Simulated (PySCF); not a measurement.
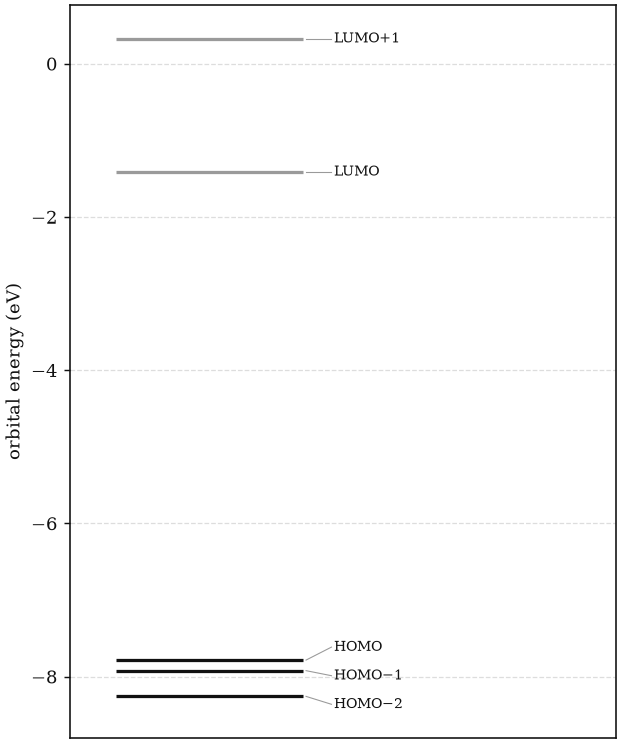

Kohn-Sham orbital energies near the frontier, B3LYP/def2-SVPD, PySCF 2.14.0, at a PBE0-D3(BJ)/def2-SVP geometry (no frequency check), isolated molecule; empty levels in grey, levels within 0.03 eV side by side.

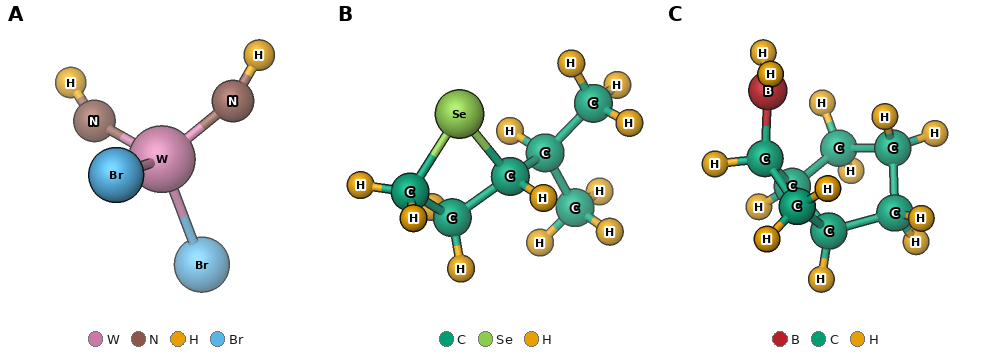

Which molecule has this level scheme? Choose among the lettered structures.

Answer. Structure C, C₇H₁₃B, SMILES B[C@@H]1C[C@@H]2CCC[C@@H]21. HOMO −7.79 eV, LUMO −1.41 eV, separation 6.37 eV.

Known limits of this run: empty levels above zero depend strongly on the basis.
